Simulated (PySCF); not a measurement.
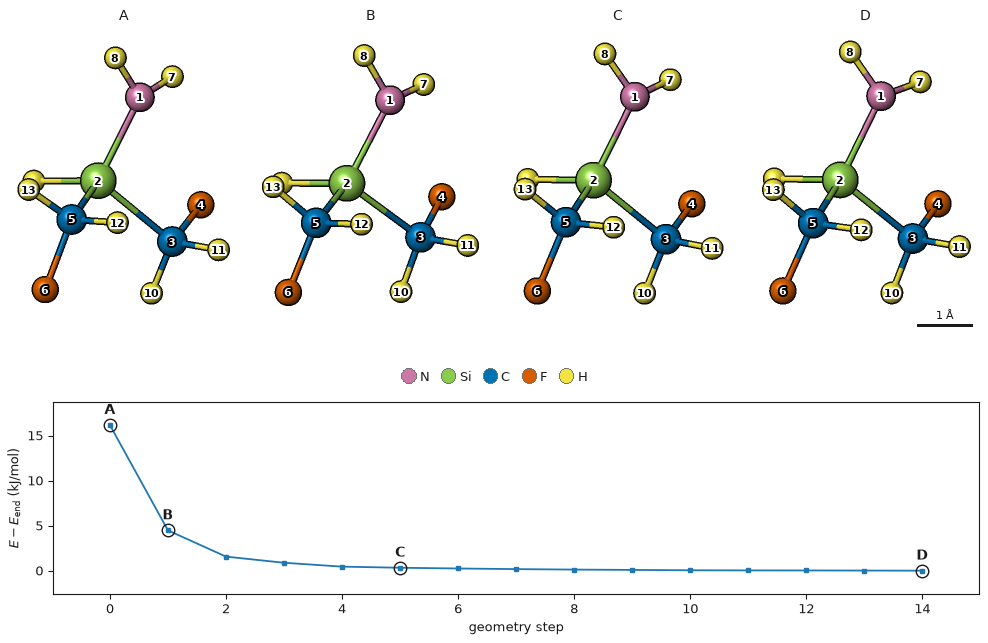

Frames of a relaxation of C2H7F2NSi, marked on the history of the run. The picture is a ball-and-stick view, seen from a free direction.

The start comes from GFN2-xTB. Its atoms were then displaced at random by about 0.01 Å.

Theory: PBE0-D3(BJ)/def2-SVP geometry optimisation, gas phase (PySCF 2.14.0, density-fitted response routines). 

> Describe the path.

The atom that moves furthest after the best rigid fit is an H atom (0.30 Å). Largest moves by element: H 0.30 Å, F 0.13 Å, C 0.07 Å, Si 0.05 Å, N 0.02 Å. Some distances before and after: C–H 1.066 → 1.105 Å, H–N 0.982 → 1.014 Å, C–Si 1.924 → 1.894 Å, C–F 1.413 → 1.387 Å. Bond angles that change, for instance: N–Si–C 105.7° → 110.0°, F–C–H 104.8° → 108.6°, F–C–H 105.7° → 109.1°. Over 14 geometry steps the energy falls by 16.2 kJ/mol. Cost: 99 s on 1 thread of Arm Neoverse V2 (shared host). From step 0 to 1: an F atom moves most (0.18 Å), energy −11.7 kJ/mol. From step 1 to 5: an H atom moves most (0.15 Å), energy −4.15 kJ/mol. From step 5 to 14: an H atom moves most (0.11 Å), energy −0.32 kJ/mol.
